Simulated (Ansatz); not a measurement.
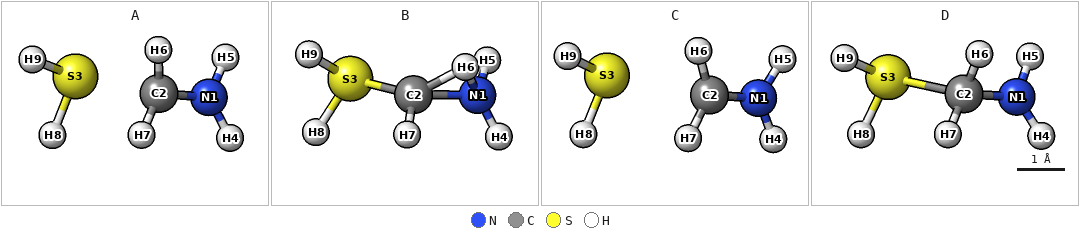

4 geometries from a converged minimum-energy path of CH$_{6}$NS (charge +1), made up of CH4N and H2S, shuffled. Style: ball-and-stick. Shown from a free direction.

Computed with RKS PBE0/def2-SVPD (Ansatz). Set-up: 7 movable images; climbing image; force threshold 0.05 eV/Å; iteration limit 60; starting path through a guess of the saddle point.

Question: One of them is the converged climbing image. Which?

Answer: B. In order along the path, whose images run from 0 to 8: C (image 0, 0.00 eV), A (image 2, +0.21 eV), D (image 3, +0.94 eV), B (image 5, +3.46 eV). Breaking: C2–H6 (1.09 → 1.32 at the top → 2.06 Å). Forming: C2–S3 (2.65 → 1.76 at the top → 1.67 Å), N1–H6 (2.06 → 1.21 at the top → 1.03 Å).

Limits of the set-up: the start holds two separate molecules, 2.7 Å apart at their closest, whose relative position is a soft coordinate and is computed without a dispersion correction.
